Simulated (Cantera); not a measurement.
Input: 1 mol trisilylamine, 0.92 mol NH3, 2.6 mol N2, equilibrated at 0.000150 bar.

These are equilibrium values from Cantera (NASA tables, ideal gas, pure condensed phases), not measurements of a reactor. Candidate condensed phases: Si, Si3N4; 18 gas species. The feed counts by its element totals alone. Mutual solubility and eutectic melting of coexisting phases are not modelled. The tables' values for SiN are old estimates; treat these amounts as uncertain. Gases not in the tables: Si2H6 and higher silanes. The numbers say what is thermodynamically allowed, not how fast it happens.

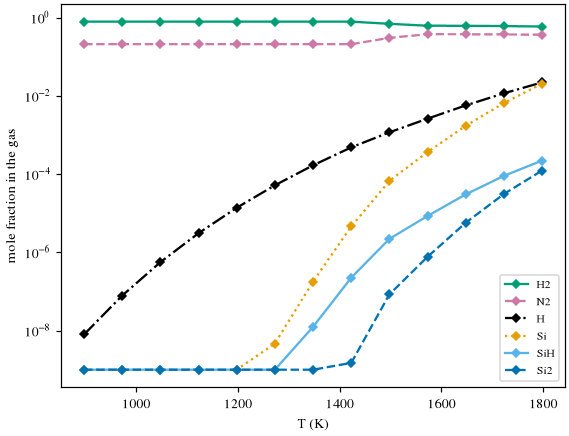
Equilibrium gas composition (values under 1e-9 drawn at 1e-9)

From 898 K to 1423 K the condensed part is Si3N4(s). At 1498 K the condensed part is Si(s) + Si3N4(s). From 1573 K to 1648 K the condensed part is Si(s). From 1723 K to 1798 K the condensed part is Si(l).
